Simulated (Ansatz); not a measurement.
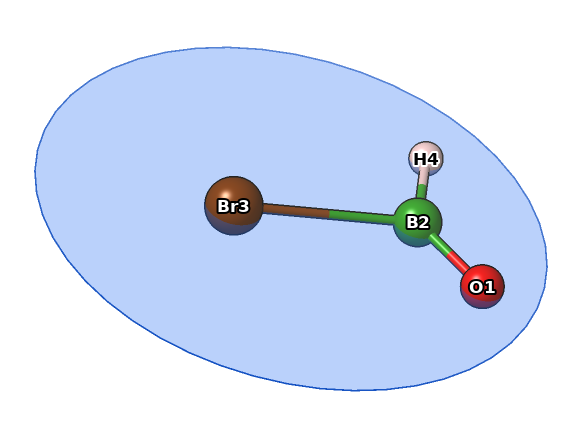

A disc through the centre of mass is drawn in. Distant atoms are faded towards the background colour. The species has charge −1 and is a spin singlet. The computed structure is the end point of a PBE-D4/def2-SVPD optimisation. No frequency run is at hand to confirm it as a minimum.

Is the plane of the disc a mirror plane of the structure?

Yes. The reflection leaves O1, B2, Br3, H4 in place. The point group is Cs.
